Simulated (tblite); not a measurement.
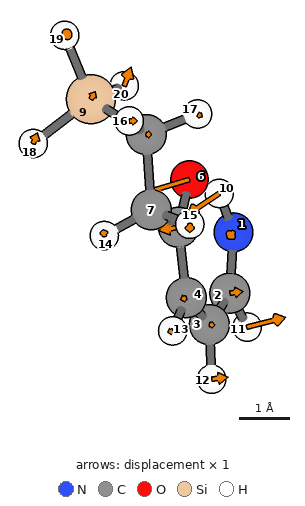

This is a relaxation of C6H11NOSi. The starting structure is drawn; orange arrows show the displacements, at their true length. The two geometries are superimposed by the best rigid fit.

A ball-and-stick model, seen from a free direction.

All numbers below come from tblite, GFN2-xTB geometry optimisation, gas phase. 

> Describe the change and its energy.

The O atom moves most after the best rigid fit: 1.02 Å. Largest moves by element: O 1.02 Å, H 0.93 Å, C 0.44 Å, N 0.29 Å, Si 0.20 Å. Some distances before and after: O–Si 2.706 → 2.571 Å, C–Si 1.838 → 1.915 Å, C–C 1.416 → 1.469 Å, C–C 1.306 → 1.341 Å. Bond angles that change, for instance: C–N–H 124.0° → 115.7°, C–C–O 131.3° → 124.3°, O–C–C 114.5° → 120.9°. Groups turn about C–C by about 30°, C–C by about 25°, C–C by about 25°. After 199 geometry steps the energy has fallen by 66.5 kJ/mol.
